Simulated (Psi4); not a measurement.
**InSiH5 (SMILES [SiH3][InH2]), step by step**

Aim: a geometry optimisation (singlet InSiH5, CAM-B3LYP/def2-SVPD), then the energy (doublet [InSiH5]+, UCAM-B3LYP/def2-SVPD), then a structure relaxation (doublet [InSiH5]+, UCAM-B3LYP/def2-SVPD), then a single-point energy (doublet [InSiH5]−, UCAM-B3LYP/def2-SVPD), then a structure relaxation (doublet [InSiH5]−, UCAM-B3LYP/def2-SVPD) of H5InSi. 

The results are computed with Psi4 1.11.

### 1 The system as given

The species is InSiH5 (7 atoms), meant as a singlet with charge 0. As SMILES, `[SiH3][InH2]`. Geometry: relaxed at PBE0-D4/def2-TZVP. The run starts from this shape.

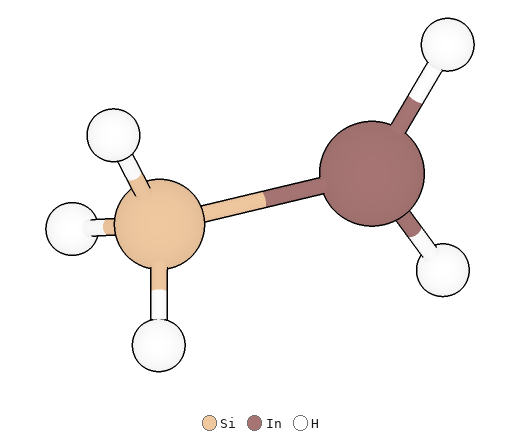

Viewed from a chosen angle; silicon light orange, indium brown, hydrogen white.

### 2 A geometry optimisation at CAM-B3LYP/def2-SVPD (density fitting, core potential) (run 1)

Contents of h5insi.py:

```python
import psi4

psi4.set_memory(1600000000)
psi4.set_num_threads(1)
psi4.core.set_output_file('h5insi.out', False)

m = psi4.geometry("""
Si    -1.26063630    -1.21225931    -1.21339314
In     1.56998446     1.58283460     1.58831481
H     -4.00603041    -0.70127736    -0.87607703
H     -0.81636169    -3.93686644    -0.65365627
H     -0.63872743    -0.80407847    -3.93063034
H      0.33844995     3.89680424     3.53756731
H      4.81332141     1.17503170     1.54787467
units bohr
symmetry c1
""")

psi4.set_options(dict(basis='def2-SVPD', reference='rks'))

result, w = psi4.optimize("cam-b3lyp", return_wfn=True)
print('E =', round(result, 9))
print(m.to_string(dtype='xyz', units='Angstrom'))
```

Run with:

```
$ python h5insi.py
```

h5insi.out:

```text
[...]
    !!!  WARNING: ECP capability is in beta. Please check occupations closely.  !!!
[...]
  Running in c1 symmetry.
[...]
  Nuclear repulsion =  103.451878257371419
[...]
  Multiplicity = 1
[...]
  Nalpha       = 20
  Nbeta        = 20
[...]
    Number of basis functions: 96
[...]
   @DF-RKS iter   1:  -482.37865524078506   -1.06597e+00   3.84130e-03 ADIIS/DIIS
[...]
    !!!  WARNING: ECP capability is in beta. Please check occupations closely.  !!!
[...]
   @DF-RKS iter   5:  -482.47582401225287   -7.84439e-12   7.68126e-09 DIIS
[...]
  @DF-RKS Final Energy:  -482.47582401225287
   => Energetics <=
    Nuclear Repulsion Energy =            103.1800398217940256
    One-Electron Energy =                -944.1965417606122628
    Two-Electron Energy =                 387.5988405376386936
    DFT Exchange-Correlation Energy =     -29.0581626110733104
    Empirical Dispersion Energy =           0.0000000000000000
    VV10 Nonlocal Energy =                  0.0000000000000000
    Total Energy =                       -482.4758240122528719
[...]
  -Total Gradient:
     Atom            X                  Y                   Z
    ------   -----------------  -----------------  -----------------
       1        0.000010716972    -0.000028802081    -0.000017492125
       2       -0.000028564577     0.000035442361     0.000011377815
       3        0.000004732584     0.000000604873     0.000001858983
       4       -0.000000379186     0.000008292081     0.000002266004
       5        0.000001128761     0.000005297146     0.000009153417
       6        0.000018590353    -0.000005470703     0.000002627973
       7       -0.000001834086    -0.000011717644    -0.000005234327
[...]
```

On the terminal:

```text
Some dependencies such as QCElemental have not yet finished migration to pydantic v2. If issues are encountered please downgrade pydantic or upgrade QCElemental as appropriate
	Energy has increased in a minimization.
	Energy ratio indicates iffy step.
	Intrafrag trust radius decreased to   0.25.
	Previous geometry is closer to target in internal coordinates, so using that one.

	Best geometry has RMS(Delta(q)) = 1.61e-08

Optimizer: Optimization complete!
E = -482.475824012
7
0 1 H5InSi
Si                   -1.188579115945    -1.174099774876    -1.176938233885
In                    0.313703433868     0.310825541918     0.311620859411
H                    -2.641214956418    -0.899861562853    -0.994667323276
H                    -0.956874889303    -2.617375792721    -0.880929958077
H                    -0.863064186410    -0.959367839350    -2.616777822973
H                    -0.341115731640     1.534667219160     1.343195014798
H                     2.031004276155     0.096843687357     0.292205062576
```

Run time: 62 s. Hardware: 1 thread of AMD EPYC 7R43 (Zen 3), shared host; peak memory 0.74 GiB.

Steps, from the record of the run:

```csv
step,energy from the first frame kept (eV),largest force (eV/Å)
0,0.0000,0.0588
1,-0.0004,0.0054
2,-0.0003,0.0240
3,-0.0004,0.0021
4,-0.0004,0.0024
```

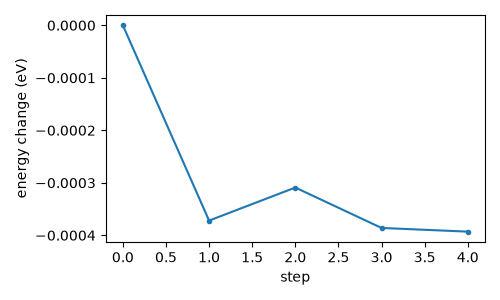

Energy along the run.

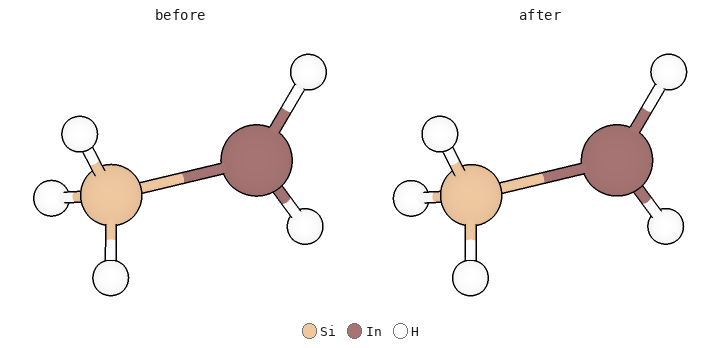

Before and after, at one scale.

After the run. Bond lengths: Si1–In2 2.584 Å, Si1–H3 1.489 Å, Si1–H4 1.491 Å, Si1–H5 1.492 Å, In2–H6 1.729 Å, In2–H7 1.731 Å. Angles: Si1–In2–H6 122.0°, Si1–In2–H7 120.0°, In2–Si1–H3 113.0°, In2–Si1–H4 110.6°, In2–Si1–H5 110.3°, H6–In2–H7 118.0°, H3–Si1–H4 107.8°, H3–Si1–H5 107.7°, H4–Si1–H5 107.3°.

### 3 The doublet cation: a single-point energy at UCAM-B3LYP/def2-SVPD (density fitting, core potential) (run 2)

Contents of job.dat:

```
memory 1600 MB

molecule geom {
  1 2
  Si    -0.670503    -0.646120    -0.646835
  In     0.831779     0.838805     0.841724
  H     -2.123139    -0.371882    -0.464564
  H     -0.438799    -2.089396    -0.350827
  H     -0.344988    -0.431388    -2.086675
  H      0.176960     2.062647     1.873298
  H      2.549080     0.624824     0.822308
  symmetry c1
}

set {
  basis def2-SVPD
  reference uks
}

e_tot, wfn = energy("cam-b3lyp", return_wfn=True)
print_variables()
```

Run with:

```
$ psi4 -i job.dat -o job.out -n 1
```

job.out:

```text
[...]
    !!!  WARNING: ECP capability is in beta. Please check occupations closely.  !!!
[...]
  Running in c1 symmetry.
[...]
  Nuclear repulsion =  103.180051894190285
[...]
  Multiplicity = 2
[...]
  Nalpha       = 20
  Nbeta        = 19
[...]
    Number of basis functions: 96
[...]
   @DF-UKS iter   1:  -482.08059867677412   -7.70184e-01   2.82925e-03 DIIS/ADIIS
[...]
   @DF-UKS iter  10:  -482.12705475039809   -3.01950e-07   7.59078e-07 DIIS
[...]
   @S^2 Observed:                7.571947756E-01
[...]
  @DF-UKS Final Energy:  -482.12705475039809
   => Energetics <=
    Nuclear Repulsion Energy =            103.1800518941902851
    One-Electron Energy =                -934.8865808706418647
    Two-Electron Energy =                 378.4738345048660335
    DFT Exchange-Correlation Energy =     -28.8943602788124991
    Empirical Dispersion Energy =           0.0000000000000000
    VV10 Nonlocal Energy =                  0.0000000000000000
    Total Energy =                       -482.1270547503980879
[...]
 Multipole Moments:
 ------------------------------------------------------------------------------------
     Multipole            Electronic (a.u.)      Nuclear  (a.u.)        Total (a.u.)
 ------------------------------------------------------------------------------------
 L = 1.  Multiply by 2.5417464519 to convert [e a0] to [Debye]
 Dipole X            :         23.6015923          -24.2330849           -0.6314925
 Dipole Y            :         23.4793321          -24.1037426           -0.6244105
 Dipole Z            :         23.5449496          -24.1697335           -0.6247839
 Magnitude           :                                                    1.0858297
[...]
```

It took 24 s on 1 thread of AMD EPYC 7R43 (Zen 3), shared host; peak memory 0.66 GiB.

### 4 The doublet cation: a geometry optimisation at UCAM-B3LYP/def2-SVPD (density fitting, core potential) (run 3)

Contents of calc.dat:

```
memory 1600 mb

molecule m {
  1 2
  Si
  In 1 2.584117
  H 1 1.48949 2 112.99667
  H 1 1.491427 3 107.78206 2 122.48291
  H 1 1.491713 3 107.72381 4 115.46211
  H 2 1.72937 1 122.01505 3 -2.66137
  H 2 1.73069 6 118.02817 1 179.87801
  symmetry c1
}

set basis def2-SVPD
set reference uks
set geom_maxiter 50

e_tot, wfn = optimize("cam-b3lyp", return_wfn=True)
```

Run with:

```
$ psi4 -n 1 calc.dat calc.out
```

calc.out:

```text
[...]
    !!!  WARNING: ECP capability is in beta. Please check occupations closely.  !!!
[...]
  Running in c1 symmetry.
[...]
  Nuclear repulsion =  103.180057051542349
[...]
  Multiplicity = 2
[...]
  Nalpha       = 20
  Nbeta        = 19
[...]
    Number of basis functions: 96
[...]
   @DF-UKS iter   1:  -482.08190792571747   -8.27507e-01   2.81767e-03 DIIS/ADIIS
[...]
    !!!  WARNING: ECP capability is in beta. Please check occupations closely.  !!!
[...]
   @DF-UKS iter   6:  -482.16265387636906   -1.19371e-11   7.96873e-09 DIIS
[...]
   @S^2 Observed:                7.526985173E-01
[...]
  @DF-UKS Final Energy:  -482.16265387636906
   => Energetics <=
    Nuclear Repulsion Energy =             94.7038054608405986
    One-Electron Energy =                -918.5289557316327773
    Two-Electron Energy =                 370.5518385631524438
    DFT Exchange-Correlation Energy =     -28.8893421687293603
    Empirical Dispersion Energy =           0.0000000000000000
    VV10 Nonlocal Energy =                  0.0000000000000000
    Total Energy =                       -482.1626538763690633
[...]
  -Total Gradient:
     Atom            X                  Y                   Z
    ------   -----------------  -----------------  -----------------
       1        0.000007787888    -0.000004287731     0.000005359541
       2       -0.000004545241    -0.000021186442     0.000011372000
       3       -0.000000611266    -0.000006457834    -0.000023207213
       4       -0.000010771669     0.000012268786     0.000016490960
       5        0.000009423700     0.000011686921     0.000013471359
       6       -0.000001108776    -0.000034354362     0.000003542551
       7        0.000003087616     0.000041388870    -0.000002722892
[...]
```

The script printed:

```text
Optimizer: Optimization complete!
```

It took 3.5 min on 1 thread of AMD EPYC 7R43 (Zen 3), shared host; peak memory 0.74 GiB.

Steps, from the record of the run:

```csv
step,energy from the first frame kept (eV),largest force (eV/Å)
0,0.0000,3.3864
1,-0.5427,1.7809
2,-0.8596,0.8685
3,-0.9271,0.4858
4,-0.9666,0.1151
5,-0.9425,0.4011
6,-0.9681,0.0594
7,-0.9687,0.0072
8,-0.9687,0.0021
```

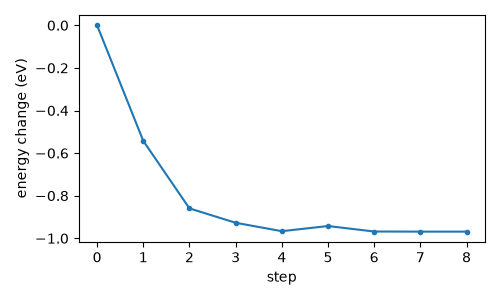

Energy along the run.

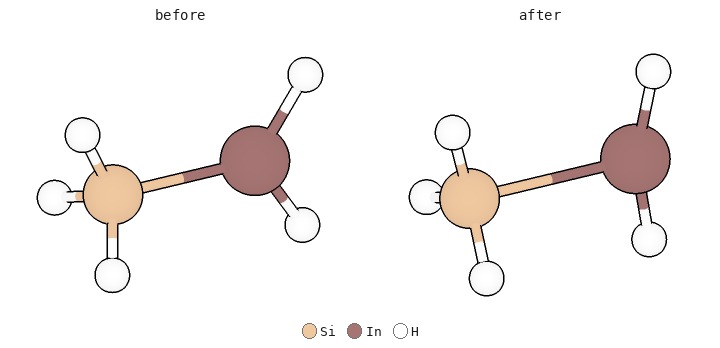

Before and after, at one scale.

After the run. Bond lengths: Si1–In2 3.017 Å, Si1–H3 1.476 Å, Si1–H4 1.478 Å, Si1–H5 1.479 Å, In2–H6 1.680 Å, In2–H7 1.680 Å. Angles: Si1–In2–H6 101.2°, Si1–In2–H7 98.6°, In2–Si1–H3 103.3°, In2–Si1–H4 98.8°, In2–Si1–H5 98.2°, H6–In2–H7 160.1°, H3–Si1–H4 117.2°, H3–Si1–H5 117.1°, H4–Si1–H5 116.7°.

### 5 The doublet anion: a single-point energy at UCAM-B3LYP/def2-SVPD (density fitting, core potential) (run 4)

Contents of job.py:

```python
import psi4

psi4.set_memory(1600000000)
psi4.set_num_threads(1)
psi4.core.set_output_file('h5insi.out', False)

mol = psi4.geometry("""
-1 2
Si    -0.670503    -0.646120    -0.646835
In     0.831779     0.838805     0.841724
H     -2.123139    -0.371882    -0.464564
H     -0.438799    -2.089396    -0.350827
H     -0.344988    -0.431388    -2.086675
H      0.176960     2.062647     1.873298
H      2.549080     0.624824     0.822308
symmetry c1
""")

psi4.set_options(dict(basis='def2-SVPD', reference='uks'))

result = psi4.energy('CAM-B3LYP')
print(f'total energy {result:.8f} hartree = {result * 27.211386:.5f} eV')
for k, v in sorted(psi4.core.scalar_variables().items()):
    print(f'{k:45s} {v:18.10f}')
```

Run with:

```
$ python job.py
```

h5insi.out:

```text
[...]
    !!!  WARNING: ECP capability is in beta. Please check occupations closely.  !!!
[...]
  Running in c1 symmetry.
[...]
  Nuclear repulsion =  103.180051894190285
[...]
  Multiplicity = 2
[...]
  Nalpha       = 21
  Nbeta        = 20
[...]
    Number of basis functions: 96
[...]
   @DF-UKS iter   1:  -482.28268455793449   -9.72270e-01   5.15406e-03 DIIS/ADIIS
[...]
   @DF-UKS iter   8:  -482.49554921752218   -1.48238e-07   6.71406e-07 DIIS
[...]
   @S^2 Observed:                7.538794184E-01
[...]
  @DF-UKS Final Energy:  -482.49554921752218
   => Energetics <=
    Nuclear Repulsion Energy =            103.1800518941902851
    One-Electron Energy =                -951.9242134779810840
    Two-Electron Energy =                 395.3986772905873295
    DFT Exchange-Correlation Energy =     -29.1500649243186558
    Empirical Dispersion Energy =           0.0000000000000000
    VV10 Nonlocal Energy =                  0.0000000000000000
    Total Energy =                       -482.4955492175221821
[...]
 Multipole Moments:
 ------------------------------------------------------------------------------------
     Multipole            Electronic (a.u.)      Nuclear  (a.u.)        Total (a.u.)
 ------------------------------------------------------------------------------------
 L = 1.  Multiply by 2.5417464519 to convert [e a0] to [Debye]
 Dipole X            :         24.1514644          -24.2330849           -0.0816205
 Dipole Y            :         23.9966241          -24.1037426           -0.1071185
 Dipole Z            :         24.0527837          -24.1697335           -0.1169498
 Magnitude           :                                                    0.1783635
[...]
```

On the terminal:

```text
total energy -482.49554922 hartree = -13129.37263 eV
CURRENT ENERGY                                   -482.4955492175
CURRENT REFERENCE ENERGY                         -482.4955492175
DD SOLVATION ENERGY                                 0.0000000000
DFT FUNCTIONAL TOTAL ENERGY                      -482.4955492175
DFT TOTAL ENERGY                                 -482.4955492175
DFT VV10 ENERGY                                     0.0000000000
DFT XC ENERGY                                     -29.1500649243
GRID ELECTRONS ALPHA                               21.0000023043
GRID ELECTRONS BETA                                19.9999982979
GRID ELECTRONS TOTAL                               41.0000006022
NUCLEAR REPULSION ENERGY                          103.1800518942
ONE-ELECTRON ENERGY                              -951.9242134780
PCM POLARIZATION ENERGY                             0.0000000000
PE ENERGY                                           0.0000000000
SCF ITERATION ENERGY                             -482.4955492175
SCF ITERATIONS                                      8.0000000000
SCF TOTAL ENERGY                                 -482.4955492175
TWO-ELECTRON ENERGY                               395.3986772906
XC GRID RADIAL POINTS                              75.0000000000
XC GRID SPHERICAL POINTS                          302.0000000000
XC GRID TOTAL POINTS                           153439.0000000000
```

Wall time 19 s (1 thread of AMD EPYC 7R43 (Zen 3), shared host); peak memory 0.67 GiB.

### 6 The doublet anion: a structure relaxation at UCAM-B3LYP/def2-SVPD (density fitting, core potential) (run 5)

Contents of calc.dat:

```
memory 1600 MB

molecule m {
  -1 2
  Si    -1.26706704    -1.22098984    -1.22234100
  In     1.57183451     1.58511172     1.59062783
  H     -4.01215123    -0.70275513    -0.87789873
  H     -0.82920993    -3.94838621    -0.66296695
  H     -0.65193284    -0.81520517    -3.94324426
  H      0.33440594     3.89783792     3.54002017
  H      4.81706307     1.18074624     1.55393691
  units au
  symmetry c1
}

set basis def2-SVPD
set reference uks
set geom_maxiter 50

opt("cam-b3lyp")
print_variables()
```

Run with:

```
$ psi4 calc.dat calc.out -n 1
```

calc.out:

```text
[...]
    !!!  WARNING: ECP capability is in beta. Please check occupations closely.  !!!
[...]
  Running in c1 symmetry.
[...]
  Nuclear repulsion =  103.180051936524706
[...]
  Multiplicity = 2
[...]
  Nalpha       = 21
  Nbeta        = 20
[...]
    Number of basis functions: 96
[...]
   @DF-UKS iter   1:  -482.28270377389379   -9.73462e-01   5.15385e-03 ADIIS/DIIS
[...]
    !!!  WARNING: ECP capability is in beta. Please check occupations closely.  !!!
[...]
   @DF-UKS iter   7:  -482.50719494355900   -7.27596e-12   5.19581e-09 DIIS
[...]
   @S^2 Observed:                7.522362637E-01
[...]
  @DF-UKS Final Energy:  -482.50719494355900
   => Energetics <=
    Nuclear Repulsion Energy =            101.1004463744723409
    One-Electron Energy =                -947.8386569587212307
    Two-Electron Energy =                 393.3751504782585471
    DFT Exchange-Correlation Energy =     -29.1441348375686324
    Empirical Dispersion Energy =           0.0000000000000000
    VV10 Nonlocal Energy =                  0.0000000000000000
    Total Energy =                       -482.5071949435590000
[...]
  -Total Gradient:
     Atom            X                  Y                   Z
    ------   -----------------  -----------------  -----------------
       1        0.000015335835    -0.000018882420     0.000014064284
       2        0.000026177751    -0.000001451909    -0.000027920720
       3        0.000004617663     0.000009712470     0.000008723506
       4       -0.000002504394     0.000015832378     0.000006706189
       5       -0.000009339169     0.000007783251     0.000012205893
       6       -0.000018718265    -0.000014284234    -0.000014829913
       7       -0.000018032684    -0.000005066921     0.000015020657
[...]
```

On the terminal:

```text
Optimizer: Optimization complete!
```

Wall time 4.8 min (1 thread of AMD EPYC 7R43 (Zen 3), shared host); peak memory 0.75 GiB.

Step by step:

```csv
step,energy from the first frame kept (eV),largest force (eV/Å)
0,0.0000,1.2068
1,-0.0658,0.5049
2,-0.0978,0.3519
3,-0.1343,1.5779
4,-0.2206,0.7450
5,-0.0154,1.3176
6,-0.1894,0.6976
7,-0.1741,0.8750
8,-0.2655,0.2495
9,-0.3063,0.1026
10,-0.3113,0.0378
11,-0.3158,0.0518
12,-0.3167,0.0360
13,-0.3169,0.0109
14,-0.3169,0.0020
```

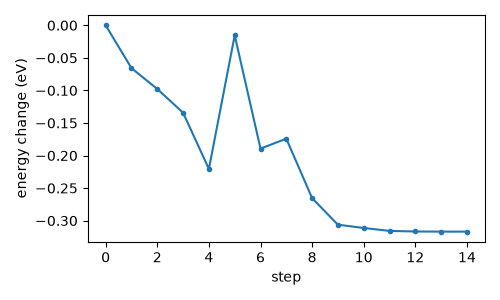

Energy along the run.

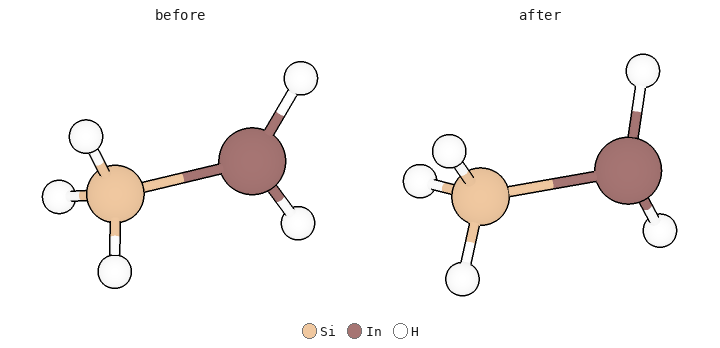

Before and after, at one scale.

After the run. Bond lengths: Si1–In2 2.639 Å, Si1–H3 1.509 Å, Si1–H4 1.509 Å, Si1–H5 1.514 Å, In2–H6 1.782 Å, In2–H7 1.782 Å. Angles: Si1–In2–H6 110.1°, Si1–In2–H7 110.2°, In2–Si1–H3 114.2°, In2–Si1–H4 114.3°, In2–Si1–H5 119.9°, H6–In2–H7 111.0°, H3–Si1–H4 102.4°, H3–Si1–H5 101.9°, H4–Si1–H5 101.9°.

### 7 Summary of results

| quantity | value |
| --- | --- |
| run 1, CAM-B3LYP/def2-SVPD: total energy at the end | -482.47582 Eh |
| run 1, CAM-B3LYP/def2-SVPD: dipole moment | 0.05 D |
| run 1, CAM-B3LYP/def2-SVPD: HOMO energy | -8.60 eV |
| run 1, CAM-B3LYP/def2-SVPD: LUMO energy | -1.28 eV |
| run 1, CAM-B3LYP/def2-SVPD: HOMO–LUMO gap | 7.32 eV |
| doublet cation, run 2: total energy | -482.12705 Eh |
| doublet cation, run 2: HOMO energy (highest over α and β) | -14.75 eV |
| doublet cation, run 2: LUMO energy (lowest over α and β) | -10.40 eV |
| doublet cation, run 2: ⟨S²⟩ | 0.757 |
| doublet cation, run 3: total energy at the end | -482.16265 Eh |
| doublet cation, run 3: HOMO energy (highest over α and β) | -13.31 eV |
| doublet cation, run 3: LUMO energy (lowest over α and β) | -8.22 eV |
| doublet cation, run 3: ⟨S²⟩ | 0.753 |
| doublet anion, run 4: total energy | -482.49555 Eh |
| doublet anion, run 4: HOMO energy (highest over α and β) | 0.20 eV |
| doublet anion, run 4: LUMO energy (lowest over α and β) | 4.13 eV |
| doublet anion, run 4: ⟨S²⟩ | 0.754 |
| doublet anion, run 5: total energy at the end | -482.50719 Eh |
| doublet anion, run 5: HOMO energy (highest over α and β) | -0.84 eV |
| doublet anion, run 5: LUMO energy (lowest over α and β) | 3.38 eV |
| doublet anion, run 5: ⟨S²⟩ | 0.752 |
| adiabatic electron affinity (to the doublet anion, no zero-point term) | 0.854 eV |
| adiabatic ionisation energy (to the doublet cation, no zero-point term) | 8.522 eV |

**Reading.** The adiabatic electron affinity (to the doublet anion, no zero-point term) is 0.85 eV (82.4 kJ/mol). The adiabatic ionisation energy (to the doublet cation, no zero-point term) is 8.52 eV (197 kcal/mol). The optimisation (run 1, CAM-B3LYP/def2-SVPD) took 5 steps and changed the energy by -0.000 eV. The optimisation (doublet cation, run 3) took 9 steps and changed the energy by -0.969 eV. The HOMO (doublet anion, run 4) lies at positive energy, 0.20 eV; only total energies tell whether the electron is bound. The optimisation (doublet anion, run 5) took 15 steps and changed the energy by -0.317 eV.
